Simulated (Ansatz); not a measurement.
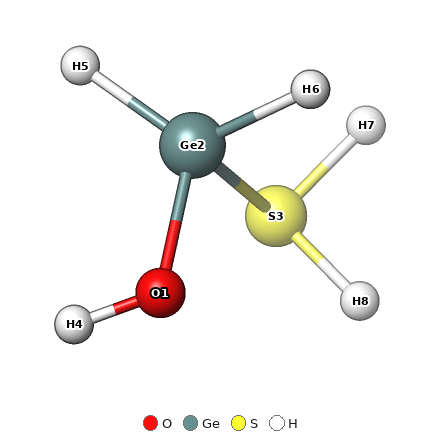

The system is GeH₅OS, SMILES [OH][GeH2][SH2+], charge +1; the picture shows the reference structure. First axis: dihedral O1–Ge2–S3–H7. Second axis: dihedral H4–O1–Ge2–S3. Nothing is relaxed (all other coordinates rigid). The grid has 18 × 18 points. Points are written as (first, second). Energies: kcal/mol, counted from the relaxed molecule at the same level. The calculation used Ansatz 0.2.0, RKS r2SCAN-D4/def2-SVP.

Its coordinates:

```xyz
8

O    -1.7762    0.0689   -0.2665
Ge   -0.2457    0.8350    0.0299
S     1.2349   -1.1238   -0.2759
H    -2.1454    0.1398   -1.1613
H     0.3086    1.7542   -1.0503
H    -0.0881    1.1039    1.5145
H     2.1837   -0.8414    0.6562
H     0.5282   -1.9367    0.5534
```

Range: dihedral O1–Ge2–S3–H7 from −180 to 160°; dihedral H4–O1–Ge2–S3 from −180 to 160°.

**What will the energy surface look like?**

The lowest grid point is at (−140°, −100°), 0.016 kcal/mol from the relaxed molecule at the same level. There are further wells near (−40°, 120°) (1.2 kcal/mol above the lowest at that grid point); (60°, 100°) (1.7 kcal/mol above the lowest at that grid point); (−160°, 100°) (2.2 kcal/mol above the lowest at that grid point). The highest grid point, (−100°, 0°), lies 9.0 kcal/mol above the lowest. Round the minimum the valley is somewhat tilted: raising dihedral O1–Ge2–S3–H7 shifts the best value of dihedral H4–O1–Ge2–S3 downwards (coupling k₁₂/√(k₁₁k₂₂) about 0.3).

| dihedral H4–O1–Ge2–S3 ↓, dihedral O1–Ge2–S3–H7 → | −180 | −140 | −100 | −60 | −20 | 20 | 60 | 100 | 140 |
| --- | --- | --- | --- | --- | --- | --- | --- | --- | --- |
| 140 | 3.2 | 2.9 | 2.4 | 1.8 | 1.9 | 2.5 | 2.8 | 3.3 | 3.6 |
| 100 | 2.3 | 2.2 | 1.8 | 1.2 | 1.4 | 1.7 | 1.7 | 2.1 | 2.6 |
| 60 | 4.3 | 4.6 | 4.5 | 3.7 | 4.1 | 4.2 | 3.7 | 3.7 | 4.2 |
| 20 | 7.0 | 7.9 | 8.6 | 7.5 | 8.1 | 8.3 | 7.3 | 6.7 | 6.8 |
| −20 | 5.7 | 6.5 | 7.7 | 7.1 | 7.2 | 8.1 | 7.2 | 6.5 | 6.0 |
| −60 | 1.8 | 1.9 | 2.6 | 2.6 | 2.6 | 3.6 | 3.4 | 3.1 | 2.6 |
| −100 | 0.4 | 0.0 | 0.1 | 0.1 | 0.4 | 1.3 | 1.5 | 1.4 | 1.3 |
| −140 | 2.5 | 1.8 | 1.5 | 1.2 | 1.5 | 2.5 | 2.8 | 3.0 | 3.1 |
| −180 | 4.2 | 3.7 | 3.1 | 2.6 | 2.8 | 3.6 | 4.1 | 4.4 | 4.6 |

The table holds every second grid line.

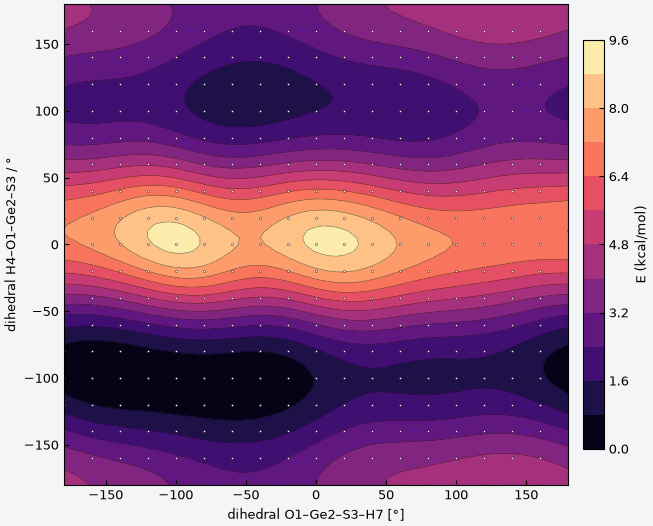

Drawn: filled contours, dots at the grid points. Between grid points the surface is interpolated.

Time for the 324 points that were run: 31 min on 1 thread of Arm Neoverse V1, on a shared host.
